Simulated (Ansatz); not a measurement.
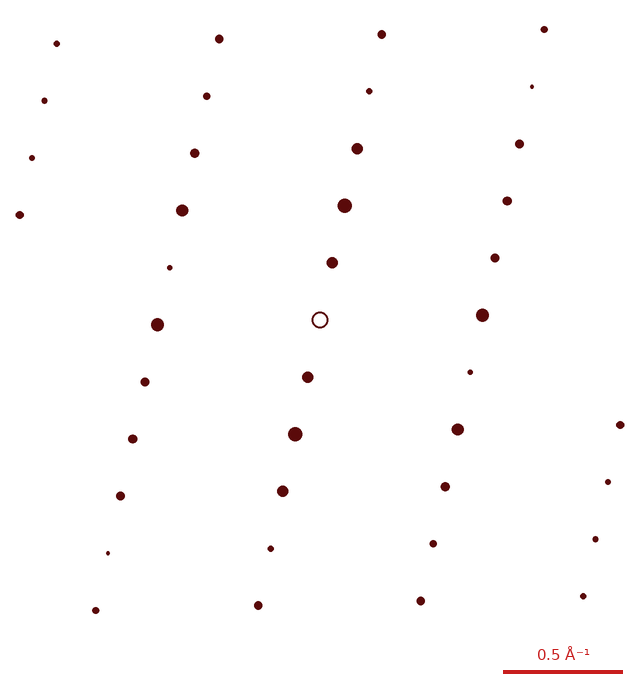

Kinematic zone-axis pattern, calculated for 300 keV electrons with B = 0.8 Å².

Q: Read the repeat vectors of the pattern off the scale bar.

A: The spots form an oblique net whose two shortest vectors correspond to d = 4.06 Å and 1.49 Å, 83.0° apart.

Q: What is the point symmetry of the pattern, intensities included?

A: 2.

Q: What was simulated?

A: This cannot be fixed from one zone alone; the pattern is [310] of Bi, space group R-3m (No. 166), a = 4.589 Å, c = 12.165 Å (hexagonal axes). The net vectors are 0 0 3 and 1 -3 1 (weak). Structure: the end point of a relaxation at fixed volume with DFT PBE, spin-orbit coupling, plane waves, PAW in Ansatz 0.2.0.
